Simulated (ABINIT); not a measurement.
# AgCl (Fm-3m): G0W0 on several meshes in ABINIT

How does the mesh move the gap of AgCl (Fm-3m)?

Program: ABINIT 10.8.3. Level of theory: PBE and many-body steps on it, plane waves. Results are calculated unless marked as measured.

### 1. The structure

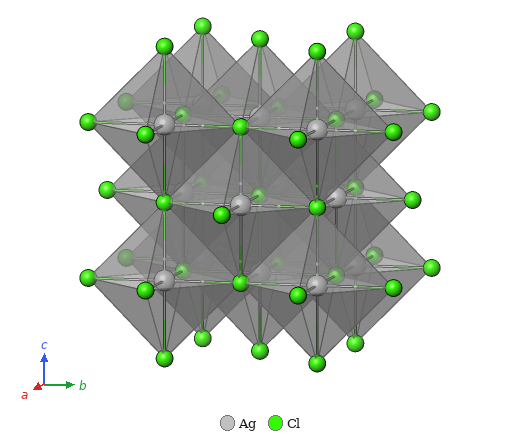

Start, viewed slightly off an axis; silver light grey, chlorine green. This picture shows the conventional cell, with its axes. Some periodic images of atoms are drawn too.

The cell and positions are those that the Materials Project relaxed with its own functionals (PBE, PBE+U or r2SCAN), kept fixed.

### 2. Empty states on the mesh, 6×6×6 mesh, 403 bands

This step: ABINIT 10.8.3; DFT, PBE, plane waves, norm-conserving pseudopotentials.

The sums over transitions need many empty states on a uniform mesh; this step solves for them.

run.abi reads:

```
acell 3*1.0 Angstrom
rprim 
  0.000000000000 2.772662996800 2.772662996800
  2.772662996800 0.000000000000 2.772662996800
  2.772662996800 2.772662996800 0.000000000000
ntypat 2
znucl 47 17
natom 2
typat 1 2
xred 
  0.000000000000 0.000000000000 0.000000000000
  0.500000000000 0.500000000000 0.500000000000
pp_dirpath "pseudos"
pseudos "Ag.upf, Cl.upf"
ecut 37
ngkpt 6 6 6
nshiftk 1
shiftk 0 0 0
kptopt 1
chksymbreak 0
irdden 1
istwfk *1
nband 403
prtvol 0
optdriver 6
gwr_task "HDIAGO"
paral_kgb 0
occopt 1
indata_prefix "in"
outdata_prefix "out"
tmpdata_prefix "tmp"
```

The run is started by

```
$ OMP_NUM_THREADS=1 mpirun -n 8 abinit run.abi > log
```

The program printed:

```text
.Version 10.8.3 of ABINIT. v10.8.2 released Aug 2026.

 Symmetries : space group Fm -3 m (#225); Bravais cF (face-center cubic)
[... echo of the input left out ...]
== DATASET  1 ==================================================================
-   mpi_nproc: 8, omp_nthreads: 1 (-1 if OMP is not activated)

--- !DatasetInfo
iteration_state: {dtset: 1, }
dimensions: {natom: 2, nkpt: 16, mband: 403, nsppol: 1, nspinor: 1, nspden: 1, mpw: 3119, }
cutoff_energies: {ecut:  37.0, pawecutdg:  -1.0, }
[...]
Indirect band gap semiconductor
 Fundamental gap:     0.913 (eV)
   VBM:     4.678 (eV) at k: [ 5.0000E-01,  0.0000E+00,  0.0000E+00]
   CBM:     5.591 (eV) at k: [ 0.0000E+00,  0.0000E+00,  0.0000E+00]
 Direct gap:         3.230 (eV) at k: [ 0.0000E+00,  0.0000E+00,  0.0000E+00]

== END DATASET(S) ==============================================================
================================================================================

 -outvars: echo values of variables after computation  --------
           etotal      0.0000000000E+00
            nband         403
             nkpt          16
          spgroup         225
 [... the other variables as echoed above ...]

 Calculation completed.
```

Wall time 46 s (8 MPI ranks of Arm Neoverse V2, shared host); peak memory 4.7 GiB.

This step gave:

```
gap                                                           : 0.9128 eV
k of the valence top                                          : 0.5, 0, 0
k of the conduction bottom                                    : 0, 0, 0
least direct gap                                              : 3.230 eV
k points computed                                             : 16
lowest point of the top converged band, above the valence top : 238.2175 eV
```

On this mesh the gap is 0.913 eV.

The density comes from a self-consistent run that is not shown.

### 3. Screening, 6×6×6 mesh, 169 bands, screening to 212.2 eV

The RPA dielectric matrix is built and inverted for each q.

This step: RPA screening on PBE, plane waves, norm-conserving pseudopotentials.

run.abi: that of step 2 with these lines changed.

```diff
@@ -20,10 +20,11 @@
 chksymbreak 0
-irdden 1
 istwfk *1
-nband 403
-prtvol 0
-optdriver 6
-gwr_task "HDIAGO"
-paral_kgb 0
 occopt 1
+irdwfk 1
+optdriver 3
+nband 169
+ecuteps 7.8
+inclvkb 2
+awtr 1
+symchi 1
 indata_prefix "in"
```

The program printed:

```text
.Version 10.8.3 of ABINIT. v10.8.2 released Aug 2026.

 Symmetries : space group Fm -3 m (#225); Bravais cF (face-center cubic)
[... echo of the input left out ...]
== DATASET  1 ==================================================================
-   mpi_nproc: 8, omp_nthreads: 1 (-1 if OMP is not activated)

--- !DatasetInfo
iteration_state: {dtset: 1, }
dimensions: {natom: 2, nkpt: 16, mband: 169, nsppol: 1, nspinor: 1, nspden: 1, mpw: 3119, }
cutoff_energies: {ecut:  37.0, pawecutdg:  -1.0, }
electrons: {nelect:   2.60000000E+01, charge:   0.00000000E+00, occopt:   1.00000000E+00, tsmear:   1.00000000E-02, }

 SCREENING: Calculation of the susceptibility and dielectric matrices

 Based on a program developped by R.W. Godby, V. Olevano, G. Onida, and L. Reining.
 Incorporated in ABINIT by V. Olevano, G.-M. Rignanese, and M. Torrent.
.Using double precision arithmetic ; gwpc =  8

[... cell and pseudopotentials left out ...]
--------------------------------------------------------------------------------

 ==== K-mesh for the wavefunctions ====
 Number of points in the irreducible wedge :    16
[... list of points left out ...]
 Together with 48 symmetry operations and time-reversal symmetry
 yields   216 points in the full Brillouin Zone.

 ==== Q-mesh for the screening function ====
 Number of points in the irreducible wedge :    16
[... list of points left out ...]
 Together with 48 symmetry operations and time-reversal symmetry
 yields   216 points in the full Brillouin Zone.

 setmesh: FFT mesh size selected  =    30x   30x   30
          total number of points  =        27000

 vcoul_init : cutoff-mode = AUXILIARY_FUNCTION
 q-points for optical limit:   1
     1)      0.000010    0.000020    0.000030

- screening: taking advantage of time-reversal symmetry
- Maximum band index for partially occupied states nbvw = 13
- Remaining bands to be divided among processors   nbcw = 156
- Number of bands treated by each node ~19

 Number of electrons calculated from density =   26.0000; Expected =   26.0000
 average of density, n =  0.090376
 r_s =    1.3824
 omega_plasma =   28.9990 [eV]

 calculating chi0 at frequencies [eV] :
  1    0.000000E+00    0.000000E+00
  2    0.000000E+00    2.899902E+01

--------------------------------------------------------------------------------
  q-point number  1        q = ( 0.000000, 0.000000, 0.000000) [r.l.u.]
--------------------------------------------------------------------------------
[... chi0 elements left out ...]
 For q-point:  0.000010 0.000020 0.000030
  dielectric constant =   4.9448
  dielectric constant without local fields =   5.4104

  Average fulfillment of the sum rule on Im[epsilon] for q-point    1 :     78.30  [%]
[... wings left out ...]
  q-point number  2        q = ( 0.166667, 0.000000, 0.000000) [r.l.u.]
--------------------------------------------------------------------------------
[... chi0 elements left out ...]
  Average fulfillment of the sum rule on Im[epsilon] for q-point    2 :     89.56  [%]

 [... 14 further q-points ...]
```

The job ended after 2.9 min (8 MPI ranks; peak memory 2.9 GiB).

Numbers from this step:

* ε∞ with local fields, on this mesh, along the program's q direction: 4.945
* the same without local fields: 5.410
* plasma frequency: 29.00 eV
* plane waves in the screening matrix: 307

Local fields lower ε∞ by 9 %.

### 4. 6×6×6

The self-energy is evaluated for the states that the input lists, and the levels follow from it, in one-shot runs by the linearised quasiparticle equation.

This step: G0W0 on PBE, plane waves, norm-conserving pseudopotentials.

run.abi: that of step 3 with these lines changed.

```diff
@@ -23,8 +23,17 @@
 irdwfk 1
-optdriver 3
+optdriver 4
 nband 169
+gwcalctyp 0
+ecutsigx 37
+symsigma 1
+nkptgw 2
+kptgw 
+  0.5000000000 0.0000000000 0.0000000000
+  0.0000000000 0.0000000000 0.0000000000
+bdgw 
+  12 15
+  11 17
 ecuteps 7.8
-inclvkb 2
-awtr 1
-symchi 1
+irdscr 1
+ppmodel 1
 indata_prefix "in"
```

The program printed:

```text
.Version 10.8.3 of ABINIT. v10.8.2 released Aug 2026.

 Symmetries : space group Fm -3 m (#225); Bravais cF (face-center cubic)
[... echo of the input left out ...]
== DATASET  1 ==================================================================
-   mpi_nproc: 8, omp_nthreads: 1 (-1 if OMP is not activated)

--- !DatasetInfo
iteration_state: {dtset: 1, }
dimensions: {natom: 2, nkpt: 16, mband: 169, nsppol: 1, nspinor: 1, nspden: 1, mpw: 3119, }
cutoff_energies: {ecut:  37.0, pawecutdg:  -1.0, }
electrons: {nelect:   2.60000000E+01, charge:   0.00000000E+00, occopt:   1.00000000E+00, tsmear:   1.00000000E-02, }

 SIGMA: Calculation of the GW corrections

 Based on a program developped by R.W. Godby, V. Olevano, G. Onida, and L. Reining.
 Incorporated in ABINIT by V. Olevano, G.-M. Rignanese, and M. Torrent.
.Using double precision arithmetic ; gwpc =  8

[... cell and pseudopotentials left out ...]
--------------------------------------------------------------------------------

 ==== K-mesh for the wavefunctions ====
 Number of points in the irreducible wedge :    16
[... list of points left out ...]
 Together with 48 symmetry operations and time-reversal symmetry
 yields   216 points in the full Brillouin Zone.

 ==== Q-mesh for screening function ====
 Number of points in the irreducible wedge :    16
[... list of points left out ...]
 Together with 48 symmetry operations and time-reversal symmetry
 yields   216 points in the full Brillouin Zone.

 vcoul_init : cutoff-mode = AUXILIARY_FUNCTION
 q-points for optical limit:   1
     1)      0.000010    0.000020    0.000030
 setmesh: FFT mesh size selected  =    45x   45x   45
          total number of points  =        91125

 Number of electrons calculated from density =   26.0000; Expected =   26.0000
 average of density, n =  0.090376
 r_s =    1.3824
 omega_plasma =   28.9990 [eV]

 === KS Band Gaps ===
  >>>> For spin  1
   Minimum direct gap =   3.2296 [eV], located at k-point      :   0.0000  0.0000  0.0000
   Fundamental gap    =   0.9128 [eV], Top of valence bands at :   0.5000  0.0000  0.0000
                                       Bottom of conduction at :   0.0000  0.0000  0.0000
 SIGMA fundamental parameters:
 PLASMON POLE MODEL  1
 number of plane-waves for SigmaX                 3119
 number of plane-waves for SigmaC and W            307
 number of plane-waves for wavefunctions          3119
 number of bands                                   169
 number of independent spin polarizations            1
 number of spinorial components                      1
 number of k-points in IBZ                          16
 number of q-points in IBZ                          16
 number of symmetry operations                      48
 number of k-points in BZ                          216
 number of q-points in BZ                          216
 number of frequencies for dSigma/dE                 9
 frequency step for dSigma/dE [eV]                0.25
 number of omega for Sigma on real axis              0
 max omega for Sigma on real axis  [eV]           0.00
 zcut for avoiding poles [eV]                     0.10

 EPSILON^-1 parameters (SCR file):
 dimension of the eps^-1 matrix on file            307
 dimension of the eps^-1 matrix used               307
 number of plane-waves for wavefunctions          3119
 number of bands                                   169
 number of q-points in IBZ                          16
 number of frequencies                               2
 number of real frequencies                          1
 number of imag frequencies                          1

 matrix elements of self-energy operator (all in [eV])

 Perturbative Calculation

--- !SelfEnergy_ee
iteration_state: {dtset: 1, }
kpoint     : [   0.500,    0.000,    0.000, ]
spin       : 1
KS_gap     :    4.239
QP_gap     :    5.415
Delta_QP_KS:    1.176
data: !SigmaeeData |
     Band     E0 <VxcDFT>   SigX SigC(E0)      Z dSigC/dE  Sig(E)    E-E0       E
       12   4.678 -21.526 -26.477   3.630   0.796  -0.256 -22.577  -1.051   3.627
       13   4.678 -21.526 -26.477   3.630   0.796  -0.256 -22.577  -1.051   3.627
       14   8.917  -9.101  -4.939  -4.012   0.837  -0.194  -8.976   0.125   9.042
       15  11.220 -13.714  -7.722  -5.196   0.802  -0.247 -13.076   0.638  11.858

--- !SelfEnergy_ee
iteration_state: {dtset: 1, }
kpoint     : [   0.000,    0.000,    0.000, ]
spin       : 1
KS_gap     :    3.230
QP_gap     :    4.747
Delta_QP_KS:    1.517
data: !SigmaeeData |
     Band     E0 <VxcDFT>   SigX SigC(E0)      Z dSigC/dE  Sig(E)    E-E0       E
       11   2.361 -14.531 -18.773   2.592   0.790  -0.266 -15.834  -1.303   1.058
       12   2.361 -14.531 -18.773   2.592   0.790  -0.266 -15.834  -1.303   1.058
       13   2.361 -14.531 -18.773   2.592   0.790  -0.266 -15.834  -1.303   1.058
       14   5.591 -10.859  -6.734  -3.868   0.831  -0.204 -10.645   0.214   5.805
       15  15.379 -12.293  -6.949  -4.561   0.821  -0.218 -11.650   0.643  16.021
       16  15.379 -12.293  -6.949  -4.561   0.821  -0.218 -11.650   0.643  16.021
       17  15.379 -12.293  -6.949  -4.561   0.821  -0.218 -11.650   0.643  16.021

== END DATASET(S) ==============================================================
================================================================================

 -outvars: echo values of variables after computation  --------
           etotal      0.0000000000E+00
            nband         169
             nkpt          16
          spgroup         225
 [... the other variables as echoed above ...]

 Calculation completed.
```

Run time: 22 s. Hardware: 8 MPI ranks; peak memory 3 GiB; 3 min of CPU time.

Numbers from this step:

```yaml
g0w0_gap_on_the_points_computed: 2.178 eV
starting_gap_on_the_mesh: 0.9128 eV
k_of_the_valence_top: 0.5, 0, 0
k_of_the_conduction_bottom: 0, 0, 0
z_at_the_valence_top: 0.796
z_at_the_conduction_bottom: 0.831
least_direct_g0w0_gap_on_the_computed_points: 4.747 eV
```

The gap on the mesh goes from 0.91 eV to 2.18 eV, a correction of +1.27 eV.

### 5. Empty states on the mesh, 4×4×4 mesh, 177 bands

This step: DFT, PBE, plane waves, norm-conserving pseudopotentials.

run.abi: that of step 4 with these lines changed.

```diff
@@ -15,3 +15,3 @@
 ecut 37
-ngkpt 6 6 6
+ngkpt 4 4 4
 nshiftk 1
@@ -20,20 +20,10 @@
 chksymbreak 0
+irdden 1
 istwfk *1
+nband 177
+prtvol 0
+optdriver 6
+gwr_task "HDIAGO"
+paral_kgb 0
 occopt 1
-irdwfk 1
-optdriver 4
-nband 169
-gwcalctyp 0
-ecutsigx 37
-symsigma 1
-nkptgw 2
-kptgw 
-  0.5000000000 0.0000000000 0.0000000000
-  0.0000000000 0.0000000000 0.0000000000
-bdgw 
-  12 15
-  11 17
-ecuteps 7.8
-irdscr 1
-ppmodel 1
 indata_prefix "in"
```

The program printed:

```text
[banner, memory and clock lines left out]
.Version 10.8.3 of ABINIT. v10.8.2 released Aug 2026.

 Symmetries : space group Fm -3 m (#225); Bravais cF (face-center cubic)
[... echo of the input left out ...]
== DATASET  1 ==================================================================
-   mpi_nproc: 8, omp_nthreads: 1 (-1 if OMP is not activated)

--- !DatasetInfo
iteration_state: {dtset: 1, }
dimensions: {natom: 2, nkpt: 8, mband: 177, nsppol: 1, nspinor: 1, nspden: 1, mpw: 3119, }
cutoff_energies: {ecut:  37.0, pawecutdg:  -1.0, }
[...]
Integrated=    2.6000E+01

 === KS gaps after direct diagonalization ===
 Indirect band gap semiconductor
 Fundamental gap:     0.913 (eV)
   VBM:     4.678 (eV) at k: [ 5.0000E-01,  0.0000E+00,  0.0000E+00]
   CBM:     5.591 (eV) at k: [ 0.0000E+00,  0.0000E+00,  0.0000E+00]
 Direct gap:         3.230 (eV) at k: [ 0.0000E+00,  0.0000E+00,  0.0000E+00]

== END DATASET(S) ==============================================================

 -outvars: echo values of variables after computation  --------
           etotal      0.0000000000E+00
            nband         177
             nkpt           8
          spgroup         225
 [... the other variables as echoed above ...]

 Calculation completed.
```

Elapsed: 22 s, on 8 MPI ranks; peak memory 4.6 GiB.

Numbers from this step:

| Quantity | Value |
| --- | --- |
| gap | 0.9128 eV |
| k of the valence top | 0.5, 0, 0 |
| k of the conduction bottom | 0, 0, 0 |
| least direct gap | 3.230 eV |
| k points computed | 8 |
| lowest point of the top converged band, above the valence top | 126.9572 eV |

On this mesh the gap is 0.913 eV.

### 6. Screening, 4×4×4 mesh, 169 bands, screening to 212.2 eV

This step: RPA screening on PBE, plane waves, norm-conserving pseudopotentials.

run.abi: that of step 5 with these lines changed.

```diff
@@ -20,10 +20,11 @@
 chksymbreak 0
-irdden 1
 istwfk *1
-nband 177
-prtvol 0
-optdriver 6
-gwr_task "HDIAGO"
-paral_kgb 0
 occopt 1
+irdwfk 1
+optdriver 3
+nband 169
+ecuteps 7.8
+inclvkb 2
+awtr 1
+symchi 1
 indata_prefix "in"
```

The program printed:

```text
.Version 10.8.3 of ABINIT. v10.8.2 released Aug 2026.

 Symmetries : space group Fm -3 m (#225); Bravais cF (face-center cubic)
[... echo of the input left out ...]
== DATASET  1 ==================================================================
-   mpi_nproc: 8, omp_nthreads: 1 (-1 if OMP is not activated)

--- !DatasetInfo
iteration_state: {dtset: 1, }
dimensions: {natom: 2, nkpt: 8, mband: 169, nsppol: 1, nspinor: 1, nspden: 1, mpw: 3119, }
cutoff_energies: {ecut:  37.0, pawecutdg:  -1.0, }
electrons: {nelect:   2.60000000E+01, charge:   0.00000000E+00, occopt:   1.00000000E+00, tsmear:   1.00000000E-02, }

 SCREENING: Calculation of the susceptibility and dielectric matrices

 Based on a program developped by R.W. Godby, V. Olevano, G. Onida, and L. Reining.
 Incorporated in ABINIT by V. Olevano, G.-M. Rignanese, and M. Torrent.
.Using double precision arithmetic ; gwpc =  8

[... cell and pseudopotentials left out ...]
--------------------------------------------------------------------------------

 ==== K-mesh for the wavefunctions ====
 Number of points in the irreducible wedge :     8
[... list of points left out ...]
 Together with 48 symmetry operations and time-reversal symmetry
 yields    64 points in the full Brillouin Zone.

 ==== Q-mesh for the screening function ====
 Number of points in the irreducible wedge :     8
[... list of points left out ...]
 Together with 48 symmetry operations and time-reversal symmetry
 yields    64 points in the full Brillouin Zone.

 setmesh: FFT mesh size selected  =    30x   30x   30
          total number of points  =        27000

 vcoul_init : cutoff-mode = AUXILIARY_FUNCTION
 q-points for optical limit:   1
     1)      0.000010    0.000020    0.000030

- screening: taking advantage of time-reversal symmetry
- Maximum band index for partially occupied states nbvw = 13
- Remaining bands to be divided among processors   nbcw = 156
- Number of bands treated by each node ~19

 Number of electrons calculated from density =   26.0000; Expected =   26.0000
 average of density, n =  0.090376
 r_s =    1.3824
 omega_plasma =   28.9990 [eV]

 calculating chi0 at frequencies [eV] :
  1    0.000000E+00    0.000000E+00
  2    0.000000E+00    2.899902E+01

--------------------------------------------------------------------------------
  q-point number  1        q = ( 0.000000, 0.000000, 0.000000) [r.l.u.]
--------------------------------------------------------------------------------
[... chi0 elements left out ...]
 For q-point:  0.000010 0.000020 0.000030
  dielectric constant =   5.2726
  dielectric constant without local fields =   5.7425

  Average fulfillment of the sum rule on Im[epsilon] for q-point    1 :     78.30  [%]
[... wings left out ...]
  q-point number  2        q = ( 0.250000, 0.000000, 0.000000) [r.l.u.]
--------------------------------------------------------------------------------
[... chi0 elements left out ...]
  Average fulfillment of the sum rule on Im[epsilon] for q-point    2 :     87.11  [%]

 [... 6 further q-points ...]
```

It took 26 s on 8 MPI ranks; peak memory 1.7 GiB; 3.4 min of CPU time.

This step gave:

* ε∞ with local fields, on this mesh, along the program's q direction: 5.273
* the same without local fields: 5.742
* plasma frequency: 29.00 eV
* plane waves in the screening matrix: 307

(Continued in part 2 of 2.)

[Paths, hosts, dates, memory and timing lines, banners, echoed tables and standing remarks are left out of the program output.]

[Logs are printed without paths, hosts, clocks, repeated set-up lines and the standing remarks that a program may print on its own settings, such as how far it seeks lower states.]

[Runs of the session that timed out or met a known fault of the program may be left out.]

[Hosts, paths, dates, database ids (printed as entryN), source tags and the programs' standing remarks are cut or masked in the printed files.]

[G0W0 gaps are taken among the corrected bands and points alone; a level outside them can change the order at an edge.]

[Where Ansatz stands beside ABINIT at settings called matched, ABINIT's density can come from a denser mesh and the files from another edition; pairs whose starting gaps differed by over 0.03 eV were left out, so agreement reads better than it is.]
